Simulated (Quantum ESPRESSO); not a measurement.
# Barium (Im-3m): from the cell to the phonon bands, part 2 of 3

How does Barium (Im-3m) vibrate, and is this structure a minimum?

Quantum ESPRESSO 7.5; DFT LDA, scalar-relativistic, plane waves, PseudoDojo norm-conserving pseudopotentials.

So far. Step 2 (A probe with smearing): No gap opens on this mesh, so smearing is kept; the start stands at -1.2 GPa. Step 4 (Ground state): The cell stands at -0.012 GPa, close enough for phonons. The relaxed cell has a = 4.770 Å (conventional setting).

The database entry behind the starting cell differs from later determinations by our own check (0.1 to 0.3 % short, probably kX units), so it need not match the best structure at ambient conditions.

### 5. Linear response on the mesh

Linear response treats each wavevector in the unit cell, with no supercell; the 4×4×4 mesh fixes the range of the force constants to be had.

The input, ph.in:

```
phonons
&INPUTPH
  prefix       = 'x'
  outdir       = './tmp'
  fildyn       = 'x.dyn'
  tr2_ph       = 1.0d-18
  alpha_mix(1) = 0.4
  nmix_ph      = 8
  ldisp        = .true.
  nq1          = 4
  nq2          = 4
  nq3          = 4
/
```

Launch:

```
> OMP_NUM_THREADS=1 mpirun -n 4 ph.x -nk 4 -in ph.in > ph.out
```

Output:

```text
[banners, grids, parts of the stress and lines that vanish by symmetry left out]
[banner, memory and clock lines left out]
Program PHONON v.7.5

     ./tmp/x.save/

     IMPORTANT: XC functional enforced from input :
     Exchange-correlation= PW
                           (   1   4   0   0   0   0   0)
     Any further DFT definition will be discarded
     Please, verify this is what you really want

     G-vector sticks info

     Reading collected, re-writing distributed wavefunctions in ./tmp/

     Dynamical matrices for ( 4, 4, 4)  uniform grid of q-points
     (   8 q-points):
       N         xq(1)         xq(2)         xq(3)
       1   0.000000000   0.000000000   0.000000000
       2   0.000000000  -0.250000000   0.250000000
       3   0.000000000   0.500000000  -0.500000000
       4  -0.250000000   0.750000000  -0.500000000
[...]
Number and degeneracy of irreps per q-point
       N         xq(1)         xq(2)         xq(3)   N irreps
       1   0.000000000   0.000000000   0.000000000       1
        3
       2   0.000000000  -0.250000000   0.250000000       3
     No degeneracy
       3   0.000000000   0.500000000  -0.500000000       3
     No degeneracy
       4  -0.250000000   0.750000000  -0.500000000       3
     No degeneracy
       5   0.000000000   0.000000000   0.500000000       2
        1   2
       6   0.000000000   0.750000000  -0.250000000       3
     No degeneracy
       7   0.500000000  -0.500000000   0.500000000       1
        3
       8   0.000000000   0.000000000  -1.000000000       1
        3

     Calculation of q =    0.0000000   0.0000000   0.0000000

     phonons

     bravais-lattice index     =            3
     lattice parameter (alat)  =       9.0145  a.u.
     unit-cell volume          =     366.2696 (a.u.)^3
     number of atoms/cell      =            1
     number of atomic types    =            1
     kinetic-energy cut-off    =      63.0000  Ry
     charge density cut-off    =     252.0000  Ry
     convergence threshold     =      1.0E-18
     beta                      =       0.4000
     number of iterations used =            8
     Exchange-correlation= PW
                           (   1   4   0   0   0   0   0)

     celldm(1)=    9.01454  celldm(2)=    0.00000  celldm(3)=    0.00000
     celldm(4)=    0.00000  celldm(5)=    0.00000  celldm(6)=    0.00000

     crystal axes: (cart. coord. in units of alat)
               a(1) = (  0.5000  0.5000  0.5000 )
               a(2) = ( -0.5000  0.5000  0.5000 )
               a(3) = ( -0.5000 -0.5000  0.5000 )

     reciprocal axes: (cart. coord. in units 2 pi/alat)
               b(1) = (  1.0000  0.0000  1.0000 )
               b(2) = ( -1.0000  1.0000  0.0000 )
               b(3) = (  0.0000 -1.0000  1.0000 )

     Atoms inside the unit cell:

     Cartesian axes

     site n.  atom      mass           positions (alat units)
        1  Ba    137.3270   tau(    1) = (    0.00000    0.00000    0.00000  )

     Computing dynamical matrix for
                    q = (   0.0000000   0.0000000   0.0000000 )

     49 Sym.Ops. (with q -> -q+G )

     G cutoff =  518.7141  (  24835 G-vectors)     FFT grid: ( 40, 40, 40)

     number of k points=    72  Marzari-Vanderbilt smearing, width (Ry)=  0.0200

     PseudoPot. # 1 for Ba read from file:
     ./pseudo/Ba.upf
     Pseudo is Norm-conserving + core correction, Zval = 10.0

     Mode symmetry, O_h (m-3m)  point group:

     Atomic displacements:
     There are    1 irreducible representations

     Representation     1      3 modes -  To be done

     Alpha used in Ewald sum =   2.6000

     Representation #   1 modes #   1   2   3

     Self-consistent Calculation
      iter #   1   av.it.:   5.2
      thresh= 1.000E-02 alpha_mix =  0.400 |ddv_scf|^2 =  2.449E-07
      iter #   2   av.it.:   8.8
      thresh= 4.949E-05 alpha_mix =  0.400 |ddv_scf|^2 =  1.949E-08
      iter #   3   av.it.:   9.0
      thresh= 1.396E-05 alpha_mix =  0.400 |ddv_scf|^2 =  7.730E-10
      iter #   4   av.it.:   9.5
      thresh= 2.780E-06 alpha_mix =  0.400 |ddv_scf|^2 =  7.387E-13
[...]
End of self-consistent calculation

     Convergence has been achieved

     Number of q in the star =    1
     List of q in the star:
[...]
Diagonalizing the dynamical matrix

     q = (    0.000000000   0.000000000   0.000000000 )

 **************************************************************************
     freq (    1) =       0.008455 [THz] =       0.282014 [cm-1]
     freq (    2) =       0.008455 [THz] =       0.282014 [cm-1]
     freq (    3) =       0.008455 [THz] =       0.282014 [cm-1]
 **************************************************************************

     Mode symmetry, O_h (m-3m)  point group:

     freq (   1-   3) =          0.3  [cm-1]   --> T_1u G_15  G_4- I

     Calculation of q =    0.0000000  -0.2500000   0.2500000
     [... set-up and bands at k+q left out ...]

     Mode symmetry, C_2v (mm2)  point group:

     Atomic displacements:
     There are    3 irreducible representations

     Representation     1      1 modes -  To be done

     Representation     2      1 modes -  To be done

     Representation     3      1 modes -  To be done

     Message from routine init_vloc:
     Interpolation table for Vloc re-allocated

     Alpha used in Ewald sum =   2.6000

     Representation #   1 mode #   1

     Self-consistent Calculation

[...]
[... iterations left out ...]
[...]
End of self-consistent calculation

     Convergence has been achieved

     Representation #   2 mode #   2

     Self-consistent Calculation

[...]
[... iterations left out ...]
[...]
End of self-consistent calculation

     Convergence has been achieved

     Representation #   3 mode #   3

     Self-consistent Calculation

[...]
[... iterations left out ...]
[...]
End of self-consistent calculation

     Convergence has been achieved

     Number of q in the star =   12
     List of q in the star:
[...]
Diagonalizing the dynamical matrix

     q = (    0.000000000  -0.250000000   0.250000000 )

 **************************************************************************
     freq (    1) =       0.530288 [THz] =      17.688490 [cm-1]
     freq (    2) =       1.108115 [THz] =      36.962751 [cm-1]
     freq (    3) =       1.647243 [THz] =      54.946100 [cm-1]
 **************************************************************************

     Mode symmetry, C_2v (mm2)  point group:

     freq (   1-   1) =         17.7  [cm-1]   --> B_1  D_3  S_3
     freq (   2-   2) =         37.0  [cm-1]   --> B_2  D_4  S_4
     freq (   3-   3) =         54.9  [cm-1]   --> A_1  D_1  S_1

     Calculation of q =    0.0000000   0.5000000  -0.5000000
     [... set-up and bands at k+q left out ...]

     Mode symmetry, D_2h (mmm)  point group:

     Atomic displacements:
     There are    3 irreducible representations

[...]
Alpha used in Ewald sum =   2.6000

     Representation #   1 mode #   1

[...]
[... iterations left out ...]
[...]
Convergence has been achieved

[...]
Convergence has been achieved

[...]
Convergence has been achieved

     Number of q in the star =    6
     List of q in the star:
[...]
Diagonalizing the dynamical matrix

     q = (    0.000000000   0.500000000  -0.500000000 )

[...]
freq (    1) =       0.650204 [THz] =      21.688474 [cm-1]
     freq (    2) =       1.574325 [THz] =      52.513837 [cm-1]
     freq (    3) =       2.531051 [THz] =      84.426780 [cm-1]
[...]
Mode symmetry, D_2h (mmm)  point group:

     freq (   1-   1) =         21.7  [cm-1]   --> B_2u
     freq (   2-   2) =         52.5  [cm-1]   --> B_1u
     freq (   3-   3) =         84.4  [cm-1]   --> B_3u

     Calculation of q =   -0.2500000   0.7500000  -0.5000000
     [... set-up and bands at k+q left out ...]

     Mode symmetry, C_s (m)     point group:

     Atomic displacements:
     There are    3 irreducible representations

[...]
Alpha used in Ewald sum =   2.6000

[...]
Convergence has been achieved

[...]
Convergence has been achieved

[...]
Convergence has been achieved

     Number of q in the star =   24
     List of q in the star:
[...]
Diagonalizing the dynamical matrix

     q = (   -0.250000000   0.750000000  -0.500000000 )

[...]
freq (    1) =       1.078571 [THz] =      35.977252 [cm-1]
     freq (    2) =       1.714123 [THz] =      57.177004 [cm-1]
     freq (    3) =       2.218588 [THz] =      74.004130 [cm-1]
[...]
Mode symmetry, C_s (m)     point group:

     freq (   1-   1) =         36.0  [cm-1]   --> A'
     freq (   2-   2) =         57.2  [cm-1]   --> A''
     freq (   3-   3) =         74.0  [cm-1]   --> A'

     Calculation of q =    0.0000000   0.0000000   0.5000000
     [... set-up and bands at k+q left out ...]

     Mode symmetry, C_4v (4mm)  point group:

     Atomic displacements:
     There are    2 irreducible representations

[...]
Alpha used in Ewald sum =   2.6000

[...]
Convergence has been achieved

     Representation #   2 modes #   2   3

[...]
Convergence has been achieved

     Number of q in the star =    6
     List of q in the star:
[...]
Diagonalizing the dynamical matrix

     q = (    0.000000000   0.000000000   0.500000000 )

[...]
freq (    1) =       1.517977 [THz] =      50.634279 [cm-1]
     freq (    2) =       1.580508 [THz] =      52.720074 [cm-1]
     freq (    3) =       1.580508 [THz] =      52.720074 [cm-1]
[...]
Mode symmetry, C_4v (4mm)  point group:

     freq (   1-   1) =         50.6  [cm-1]   --> A_1  G_1 D_1
     freq (   2-   3) =         52.7  [cm-1]   --> E    G_5 D_5

     Calculation of q =    0.0000000   0.7500000  -0.2500000
     [... set-up and bands at k+q left out ...]

     Mode symmetry, C_2v (mm2)  point group:

     Atomic displacements:
     There are    3 irreducible representations

[...]
Alpha used in Ewald sum =   2.6000

[...]
Convergence has been achieved

     Representation #   2 mode #   2

[...]
Convergence has been achieved

     Representation #   3 mode #   3

[...]
Convergence has been achieved

     Number of q in the star =   12
     List of q in the star:
[...]
Diagonalizing the dynamical matrix

     q = (    0.000000000   0.750000000  -0.250000000 )

[...]
freq (    1) =       1.431808 [THz] =      47.759983 [cm-1]
     freq (    2) =       1.928332 [THz] =      64.322229 [cm-1]
     freq (    3) =       2.359219 [THz] =      78.695060 [cm-1]
[...]
Mode symmetry, C_2v (mm2)  point group:

     freq (   1-   1) =         47.8  [cm-1]   --> A_1  D_1  S_1
     freq (   2-   2) =         64.3  [cm-1]   --> B_1  D_3  S_3
     freq (   3-   3) =         78.7  [cm-1]   --> B_2  D_4  S_4

     Calculation of q =    0.5000000  -0.5000000   0.5000000
     [... set-up and bands at k+q left out ...]

     Mode symmetry, T_d (-43m)  point group:

     Atomic displacements:
     There are    1 irreducible representations

     Representation     1      3 modes -  To be done

     Alpha used in Ewald sum =   2.6000

     Representation #   1 modes #   1   2   3

     Self-consistent Calculation

[...]
[... iterations left out ...]
[...]
End of self-consistent calculation

     Convergence has been achieved

     Number of q in the star =    2
     List of q in the star:
[...]
2   0.500000000  -0.500000000  -0.500000000

     Diagonalizing the dynamical matrix

     q = (    0.500000000  -0.500000000   0.500000000 )

[...]
freq (    1) =       1.813442 [THz] =      60.489909 [cm-1]
     freq (    2) =       1.813442 [THz] =      60.489909 [cm-1]
     freq (    3) =       1.813442 [THz] =      60.489909 [cm-1]
[...]
Mode symmetry, T_d (-43m)  point group:

     freq (   1-   3) =         60.5  [cm-1]   --> T_2  G_15 P_4

     Calculation of q =    0.0000000   0.0000000  -1.0000000
     [... set-up and bands at k+q left out ...]

     Mode symmetry, O_h (m-3m)  point group:

     Atomic displacements:
     There are    1 irreducible representations

     Representation     1      3 modes -  To be done

     Alpha used in Ewald sum =   2.6000

     Representation #   1 modes #   1   2   3

     Self-consistent Calculation

      iter #   1   av.it.:   5.5
      thresh= 1.000E-02 alpha_mix =  0.400 |ddv_scf|^2 =  1.334E-06

      [... iterations left out ...]
      iter #   8   av.it.:  10.0
      thresh= 6.583E-10 alpha_mix =  0.400 |ddv_scf|^2 =  4.340E-19

     End of self-consistent calculation

     Convergence has been achieved

     Number of q in the star =    1
     List of q in the star:
          1   0.000000000   0.000000000  -1.000000000

     Diagonalizing the dynamical matrix

     q = (    0.000000000   0.000000000  -1.000000000 )

 **************************************************************************
     freq (    1) =       2.270500 [THz] =      75.735733 [cm-1]
     freq (    2) =       2.270500 [THz] =      75.735733 [cm-1]
     freq (    3) =       2.270500 [THz] =      75.735733 [cm-1]
 **************************************************************************

     Mode symmetry, O_h (m-3m)  point group:

     freq (   1-   3) =         75.7  [cm-1]   --> T_1u G_15  G_4-


[key lines of the parts left out:]
the Fermi energy is     6.8270 ev
```

It took 31 min on 4 MPI ranks of Arm Neoverse V2, shared host; 2 h of CPU time.

This step gave:

```
largest acoustic frequency at the zone centre before the sum rule  : 0.28 cm⁻¹
lowest mode on the q mesh (acoustic ones at the zone centre apart) : 17.69 cm⁻¹
```

Frequencies (cm⁻¹) at each irreducible wavevector; negative means imaginary. Frequencies by wavevector:

```
  q (fractions)  star  mode 1  mode 2  mode 3
          0 0 0     1    0.28    0.28    0.28
       0 0 0.25    12   17.69   36.96   54.95
       0 0 -0.5     6   21.69   52.51   84.43
    0 0.25 -0.5    24   35.98   57.18      74
 0.25 0.25 0.25     6   50.63   52.72   52.72
 0.25 0.25 -0.5    12   47.76   64.32    78.7
0.25 -0.25 0.25     2   60.49   60.49   60.49
 -0.5 -0.5 -0.5     1   75.74   75.74   75.74
```

The acoustic modes at Γ come out as far as 0.3 cm⁻¹ from zero, where they should vanish, a small numerical error.

### 6. Fourier transform to real space

The dynamical matrices of the mesh are Fourier-transformed to force constants in real space.

The input, q2r.in:

```
&INPUT
  fildyn = 'x.dyn'
  zasr   = 'simple'
  flfrc  = 'x.fc'
/
```

Launch:

```
> q2r.x < q2r.in > q2r.out
```

Output:

```text
[banners, grids, parts of the stress and lines that vanish by symmetry left out]
[banner, memory and clock lines left out]
Program Q2R v.7.5

  reading grid info from file x.dyn0

  reading force constants from file x.dyn1
  Dielectric Tensor not found
  nqs=            1
 q=   0.00000000  0.00000000  0.00000000
  reading force constants from file x.dyn2
  nqs=           12
 q=   0.00000000 -0.25000000  0.25000000
[...]
reading force constants from file x.dyn7
  nqs=            2
[...]
q=   0.50000000 -0.50000000 -0.50000000
  reading force constants from file x.dyn8
  nqs=            1
 q=   0.00000000  0.00000000 -1.00000000

      q-space grid ok, #points =   64

      fft-check success (sum of imaginary terms < 10^-12)
```

Wall time 0.46 s (1 thread).

### 7. Interpolated phonon bands

From the force constants any wavevector is cheap; points of the mesh come back as solved, but for the sum rule and, in polar crystals, the LO-TO term at Γ; the rest is interpolation.

The input, matdyn.in:

```
&INPUT
  asr              = 'simple'
  flfrc            = 'x.fc'
  flfrq            = 'x.freq'
  flvec            = 'x.modes'
  q_in_band_form   = .true.
  q_in_cryst_coord = .true.
/
8
  0.0000000   0.0000000   0.0000000  12  ! GAMMA
  0.5000000   0.5000000  -0.5000000  12  ! H
  0.5000000  -0.0000000  -0.5000000  12  ! N
  0.0000000   0.0000000   0.0000000  12  ! GAMMA
  0.7500000   0.2500000  -0.2500000  12  ! P
  0.5000000   0.5000000  -0.5000000   1  ! H
  0.7500000   0.2500000  -0.2500000  12  ! P
  0.5000000  -0.0000000  -0.5000000   1  ! N
```

Launch:

```
> matdyn.x -in matdyn.in > matdyn.out
```

Output:

```text
[banner, memory and clock lines left out]
Program MATDYN v.7.5

 mass for atomic type   1 not given; uses mass from file x.fc
     Message from routine matdyn:
     Z* not found in file x.fc, TO-LO splitting at q=0 will be absent!
     Message from routine matdyn:
     Z* not found in file x.fc, TO-LO splitting at q=0 will be absent!

Note: The following floating-point exceptions are signalling: IEEE_UNDERFLOW_FLAG
```

The job ended after 0.46 s (1 thread).

Read from the output:

```yaml
lowest_frequency_on_the_path: 0 cm⁻¹
mean_frequency: 52.8 cm⁻¹
debye_temperature_second_moment: 104 K
logarithmic_mean_frequency: 49.1 cm⁻¹
```

Matdyn.x, sum rule simple. The phonon branches at the labelled points (cm⁻¹):

```csv
point,branch 1,branch 2,branch 3
Γ,0,0,0
H,76,76,76
N,22,52,84
Γ,0,0,0
P,60,60,60
H,76,76,76
jump to P,60,60,60
N,22,52,84
```

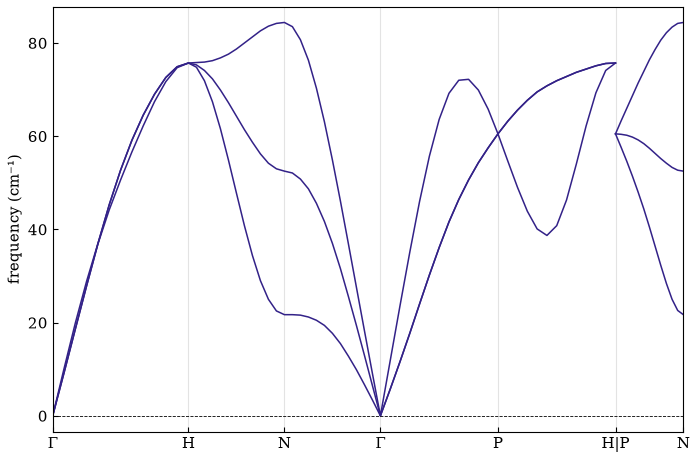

Phonon branches along the path.

(Continued in part 3 of 3.)

[Host names and launcher messages were left out of these logs when they were recorded.]

[Logs are printed without paths, hosts, clocks, repeated set-up lines and the standing remarks that a program may print on its own settings, such as how far it seeks lower states.]

[Hosts, paths, dates, database ids (printed as entryN), source tags and the programs' standing remarks are cut or masked in the printed files.]
